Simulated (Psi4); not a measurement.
## Run report: H$_{2}$, field calculation

H$_{2}$, computed with FCI/def2-QZVPP, RHF, in an applied electric field (Psi4 1.11).

The geometry comes from this level: PBE0-D4/def2-TZVP.

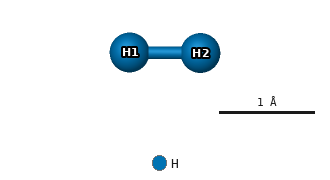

Fig. 1: The structure as given in the input (ball-and-stick view, seen at a tilt; atoms are numbered from 1 in the order of the input). Bond lengths as drawn: H–H 0.75 Å.

### Results in brief

```json
{"quantity": "outcome", "value": "converged"}
{"quantity": "total energy", "value": "−1.174665 hartree"}
{"quantity": "SCF energy", "value": "−1.134294 hartree"}
{"quantity": "correlation energy", "value": "−0.040371 hartree"}
{"quantity": "basis functions", "value": "60"}
{"quantity": "HOMO of the SCF reference", "value": "−16.15 eV"}
{"quantity": "LUMO of the SCF reference", "value": "3.43 eV"}
{"quantity": "hardware", "value": "1 thread of Intel Xeon (Granite Rapids), 176 GiB of memory available, shared host"}
{"quantity": "wall time", "value": "1.9 s"}
{"quantity": "peak memory", "value": "0.32 GiB"}
```

### Input file (h2.py)
```python
import psi4

psi4.set_memory('1600 MB')
psi4.set_num_threads(1)
psi4.set_output_file('output.dat', False)

with open('h2.xyz') as f:
    atoms = ''.join(f.readlines()[2:])
mol = psi4.geometry('0 1\n' + atoms + 'symmetry c1\nno_reorient\nno_com')

psi4.set_options({
    'freeze_core': True,
    'perturb_h': True,
    'perturb_with': 'dipole',
    'perturb_dipole': [-0.0, -0.0, -0.02],
})

e, wfn = psi4.energy("fci/def2-QZVPP", molecule=mol, return_wfn=True)
print('E =', round(e, 9))
```

### File h2.xyz
```
2
H2
H      0.319300    -0.099200     0.165500
H     -0.319300     0.099200    -0.165500
```

Command:
```bash
python h2.py
```

### Output
```
Psi4 1.11 release

   => Loading Basis Set <=

    Name: DEF2-QZVPP
    Role: ORBITAL
    Keyword: BASIS

         ---------------------------------------------------------
                                   SCF
                              RHF Reference
                        1 Threads,   1525 MiB Core
         ---------------------------------------------------------

  ==> Geometry <==

    Molecular point group: c1
    Full point group: D_inf_h

    Geometry (in Angstrom), charge = 0, multiplicity = 1:

       Center              X                  Y                   Z               Mass
    ------------   -----------------  -----------------  -----------------  -----------------
         H            0.319300000000    -0.099200000000     0.165500000000     1.007825032230
         H           -0.319300000000     0.099200000000    -0.165500000000     1.007825032230

  Running in c1 symmetry.

  Rotational constants: A = ************  B =     60.08886  C =     60.08886 [cm^-1]
  Rotational constants: A = ************  B = 1801418.77025  C = 1801418.77025 [MHz]
  Nuclear repulsion =    0.709214241018519

  Charge       = 0
  Multiplicity = 1
  Electrons    = 2
  Nalpha       = 1
  Nbeta        = 1

  ==> Algorithm <==

  SCF Algorithm Type is PK.
  DIIS enabled.
  MOM disabled.
  Fractional occupation disabled.
  Guess Type is SAD.
  Energy threshold   = 1.00e-08
  Density threshold  = 1.00e-08
  Integral threshold = 1.00e-12

  ==> Primary Basis <==

  Basis Set: DEF2-QZVPP
    Blend: DEF2-QZVPP
    Number of shells: 20
    Number of basis functions: 60
    Number of Cartesian functions: 70
    Spherical Harmonics?: true
    Max angular momentum: 3

  ==> Integral Setup <==

  Using in-core PK algorithm.
   Calculation information:
      Number of atoms:                   2
      Number of AO shells:              20
      Number of primitives:             26
      Number of atomic orbitals:        70
      Number of basis functions:        60

      Integral cutoff                 1.00e-12
      Number of threads:                 1

  Performing in-core PK
  Using 3350730 doubles for integral storage.
  We computed 22155 shell quartets total.
  Whereas there are 22155 unique shell quartets.

  ==> DiskJK: Disk-Based J/K Matrices <==

    J tasked:                  Yes
    K tasked:                  Yes
    wK tasked:                  No
    Memory [MiB]:             1144
    Schwarz Cutoff:          1E-12

  Perturbing V by -0.020000 mu(z).
  Minimum eigenvalue in the overlap matrix is 1.6902832277E-04.
  Reciprocal condition number of the overlap matrix is 3.1795453852E-05.
    Using symmetric orthogonalization.

  ==> Pre-Iterations <==

  SCF Guess: Superposition of Atomic Densities via on-the-fly atomic UHF (no occupation information).

   -------------------------
    Irrep   Nso     Nmo
   -------------------------
     A         60      60
   -------------------------
    Total      60      60
   -------------------------

  ==> Iterations <==

                        Total Energy        Delta E     RMS |[F,P]|

   @RHF iter SAD:    -0.83971356371969   -8.39714e-01   0.00000e+00
   @RHF iter   1:    -1.13102753823670   -2.91314e-01   8.00804e-04 DIIS/ADIIS
   @RHF iter   2:    -1.13413143854785   -3.10390e-03   1.74870e-04 DIIS/ADIIS
   @RHF iter   3:    -1.13429332756680   -1.61889e-04   1.49165e-05 DIIS
   @RHF iter   4:    -1.13429423987486   -9.12308e-07   7.31460e-07 DIIS
   @RHF iter   5:    -1.13429424150163   -1.62677e-09   3.97184e-08 DIIS
   @RHF iter   6:    -1.13429424150851   -6.88472e-12   4.57985e-09 DIIS
  Energy and wave function converged.

  ==> Post-Iterations <==

    Orbital Energies [Eh]
    ---------------------

    Doubly Occupied:

       1A     -0.593603

    Virtual:

       2A      0.126114     3A      0.194967     4A      0.439443
       5A      0.509149     6A      0.509350     7A      0.799026
       8A      0.814255     9A      0.814738    10A      1.015479
      11A      1.045411    12A      1.620028    13A      1.940825
      14A      1.940825    15A      2.152343    16A      2.152400
      17A      2.365489    18A      2.365653    19A      2.389853
      20A      2.552301    21A      2.552301    22A      2.555555
      23A      2.555619    24A      2.671169    25A      3.072030
      26A      3.605562    27A      3.605624    28A      4.629370
      29A      5.095859    30A      5.704064    31A      5.704064
      32A      6.174178    33A      6.222940    34A      6.222940
      35A      6.740530    36A      6.740530    37A      6.989420
      38A      6.989458    39A      7.085966    40A      7.086005
      41A      7.205760    42A      7.621532    43A      7.621532
      44A      7.987479    45A      7.987508    46A      7.997582
      47A      7.997582    48A      8.388316    49A      8.388366
      50A      8.407415    51A      8.436451    52A      8.805154
      53A      8.805191    54A      9.179339    55A      9.179339
      56A     10.062317    57A     12.695964    58A     12.695983
      59A     12.815154    60A     12.866335

    Final Occupation by Irrep:
              A
    DOCC [     1 ]
    NA   [     1 ]
    NB   [     1 ]

  @RHF Final Energy:    -1.13429424150851

   => Energetics <=

    Nuclear Repulsion Energy =              0.7092142410185192
    One-Electron Energy =                  -2.4998106619750655
    Two-Electron Energy =                   0.6563021794480356
    Total Energy =                         -1.1342942415085107

Computation Completed

Properties will be evaluated at   0.000000,   0.000000,   0.000000 [a0]

Properties computed using the SCF density matrix

 Multipole Moments:

 ------------------------------------------------------------------------------------
     Multipole            Electronic (a.u.)      Nuclear  (a.u.)        Total (a.u.)
 ------------------------------------------------------------------------------------

 L = 1.  Multiply by 2.5417464519 to convert [e a0] to [Debye]
 Dipole X            :          0.0237231            0.0000000            0.0237231
 Dipole Y            :         -0.0073703            0.0000000           -0.0073703
 Dipole Z            :          0.0812665            0.0000000            0.0812665
 Magnitude           :                                                    0.0849785

 ------------------------------------------------------------------------------------

	total time  =          1 seconds =       0.02 minutes
 MINTS: Wrapper to libmints.

   Calculation information:
      Number of threads:                 1
      Number of atoms:                   2
      Number of AO shells:              20
      Number of SO shells:              20
      Number of primitives:             26
      Number of atomic orbitals:        70
      Number of basis functions:        60

      Number of irreps:                  1
      Integral cutoff                 1.00e-12
      Number of functions per irrep: [  60 ]

 OEINTS: Overlap, kinetic, potential, dipole, and quadrupole integrals
         stored in file 35.

      Computing two-electron integrals...done
      Computed 1482195 non-zero two-electron integrals.
        Stored in file 33.

         ---------------------------------------------------------
                          Configuration Interaction
                            (a 'D E T C I' module)

         ---------------------------------------------------------

   ==> Parameters <==

    EX LEVEL       =        2      H0 BLOCKSIZE  =     1000
    VAL EX LEVEL   =        0      H0 GUESS SIZE =     1000
    H0COUPLINGSIZE =        0      H0 COUPLING   =       NO
    MAXITER        =       24      NUM PRINT     =       20
    NUM ROOTS      =        1      ICORE         =        1
    PRINT LVL      =        1      FCI           =      YES
    R CONV         = 1.00e-04      MIXED         =      YES
    E CONV         = 1.00e-06      MIXED4        =      YES
    R4S            =       NO      REPL OTF      =       NO
    DIAG METHOD    =      SEM      FOLLOW ROOT   =        0
    PRECONDITIONER = DAVIDSON      UPDATE        = DAVIDSON
    S              =   0.0000      Ms0           =      YES
    GUESS VECTOR   =  H0BLOCK      OPENTYPE      =     NONE
    COLLAPSE SIZE  =        1      HD AVG        = EVANGELISTI
    MAX NUM VECS   =       25      REF SYM       =     AUTO
    IOPEN        =       NO

    EX ALLOW       =  1  1
    STATE AVERAGE  =  0(1.00)

   ==> CI Orbital and Space information <==

   ------------------------------------
               Space    Total     A
   ------------------------------------
                 Nso       60    60
                 Nmo       60    60
               Ndocc        1     1
               Nsocc        0     0
   ------------------------------------
              CI Spaces
   ------------------------------------
        Dropped DOCC        0     0
              Active       60    60
        Dropped UOCC        0     0
   ------------------------------------

   ==> Setting up CI strings <==

    There are 60 alpha and 60 beta strings
    The CI space requires 3600 (3.60E+03) determinants and 1 blocks

   ==> Transforming CI integrals <==

	Presorting SO-basis two-electron integrals.
	Sorting File: SO Ints (nn|nn) nbuckets = 1
	Constructing frozen core operators
	Starting first half-transformation.
	Sorting half-transformed integrals.
	First half integral transformation complete.
	Starting second half-transformation.
	Two-electron integral transformation complete.

   ==> Starting CI iterations <==

    H0 Block Eigenvalue =  -1.13862815

    Simultaneous Expansion Method (Block Davidson Method)
    Using 1 initial trial vectors

     Iter   Root       Total Energy       Delta E      C RMS

   @CI  0:     0     -1.138628153446   -1.8478E+00   3.8350E-01
   @CI  1:     0     -1.173308478712   -3.4680E-02   9.2739E-02
   @CI  2:     0     -1.174635449779   -1.3270E-03   1.2611E-02
   @CI  3:     0     -1.174663952588   -2.8503E-05   2.4882E-03
   @CI  4:     0     -1.174665191568   -1.2390E-06   4.4098E-04
   @CI  5:     0     -1.174665222721   -3.1153E-08   5.6238E-05 c

   ==> Energetics <==

    SCF energy =           -1.134294241508511
    Total CI energy =      -1.174665222720894

   ==> FCI root 0 information <==

    FCI Root 0 energy =    -1.174665222720894

   The 20 most important determinants:

    *   1    0.990864  (    0,    0)  1AX
    *   2   -0.052251  (    3,    3)  4AX
    *   3   -0.036504  (    4,    4)  5AX
    *   4   -0.036492  (    5,    5)  6AX
    *   5   -0.034869  (    1,    3)  2AA 4AB
    *   6   -0.034869  (    3,    1)  2AB 4AA
    *   7   -0.026356  (    1,    1)  2AX
    *   8   -0.024640  (    2,    2)  3AX
    *   9   -0.023836  (    3,    9)  4AA 10AB
    *  10   -0.023836  (    9,    3)  4AB 10AA
    *  11   -0.023439  (    3,   11)  4AA 12AB
    *  12   -0.023439  (   11,    3)  4AB 12AA
    *  13   -0.022302  (   10,   10)  11AX
    *  14   -0.019059  (    2,   10)  3AA 11AB
    *  15   -0.019059  (   10,    2)  3AB 11AA
    *  16    0.017154  (    4,   14)  5AA 15AB
    *  17    0.017154  (   14,    4)  5AB 15AA
    *  18   -0.017142  (    5,   15)  6AA 16AB
    *  19   -0.017142  (   15,    5)  6AB 16AA
    *  20   -0.016385  (   11,   11)  12AX

		 "A good bug is a dead bug"

			 - Starship Troopers

		 "I didn't write FORTRAN.  That's the problem."
```

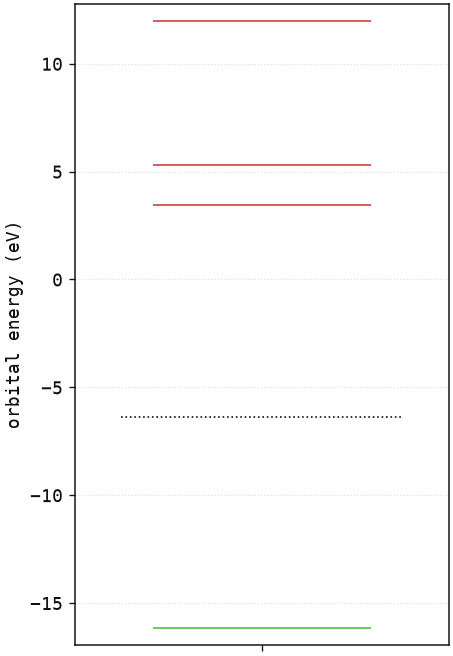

Fig. 2: Orbital energies near the frontier (SCF reference); the dotted line parts filled from empty levels, and levels within 0.02 eV of each other stand side by side. Highest filled −16.15 eV, lowest empty 3.43 eV, 19.58 eV apart.
